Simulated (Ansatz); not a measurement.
```sh
ansatz run in.yaml --threads 2 --pin off --events-out ev --progress --plain --max-ram 32768MiB --backend cpu
```

```yaml
crystal:
  periodic: [false, false, false]
  atoms:
    - {symbol: O, position_ang: [-0.787522, 1.434069, 0.292895]}
    - {symbol: Ge, position_ang: [-0.513346, -0.143409, -0.453516]}
    - {symbol: O, position_ang: [0.455209, -1.011439, 0.758905]}
    - {symbol: Cl, position_ang: [0.632123, 0.155299, -2.272058]}
    - {symbol: H, position_ang: [-0.634156, 1.391113, 1.243392]}
    - {symbol: H, position_ang: [0.847702, -1.825632, 0.430392]}
basis:
  gaussian: {orbitals: def2-TZVPP}
magnetization: {spin_polarized: true, initial_magnetization: 1}
hamiltonian: {xc: {name: wB97M-V}}
output: {forces: true, orbitals: {seedname: orbitals}}
```

Describe the molecule in this file.

The molecule is ClGeH₂O₂. Its SMILES string is `[OH][Ge]([OH])[Cl]`. The point group is C1. It is an open-shell species. Coordination: 2 O bent; 1 Ge trigonal pyramidal.

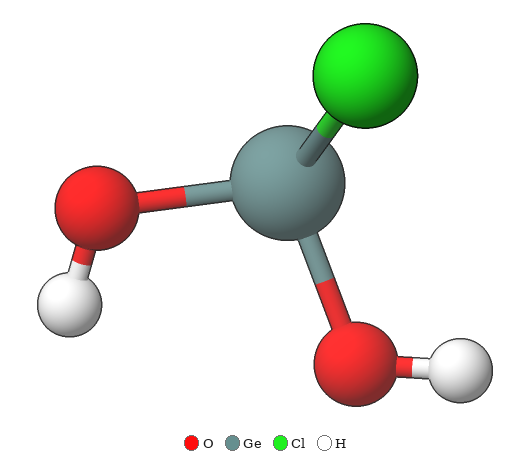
